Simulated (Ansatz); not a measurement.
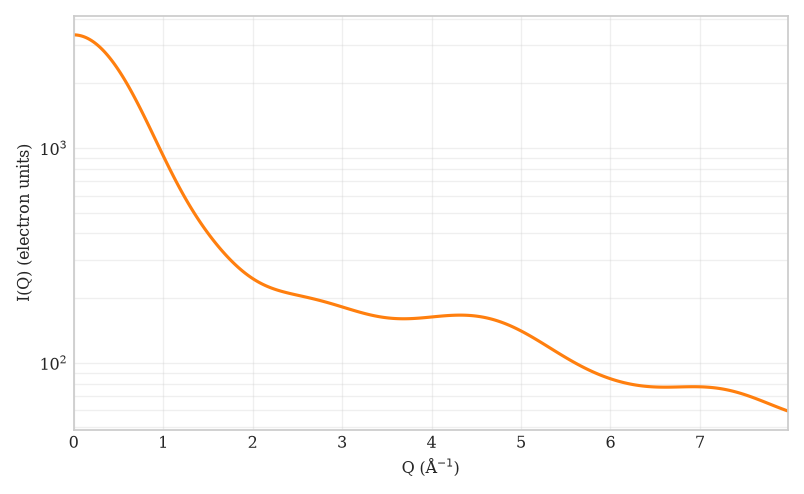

Elastic X-ray scattering of a randomly oriented, rigid molecule, calculated with the Debye equation from neutral-atom form factors (independent atoms, no Compton part, no vibration). The geometry is the end point of an optimisation (RKS PBE-D4/STO-3G in Ansatz); it may be a saddle point or a higher isomer. It contains C, Si, O, N, H.

Question: How many electrons does the independent-atom model of the molecule hold?

Answer: I(0) is the square of the electron number: I(0) = 3360, so about 58 electrons, the count of CH9NOSi2.

Question: What radius of gyration does the initial fall-off give?

Answer: From I(Q) ≈ I(0) exp(−Q²R²/3) at small Q, R ≈ 2.16 Å. It is larger than the electron-weighted radius of the nuclear positions alone (2.02 Å), because each atom's electron cloud adds to it.
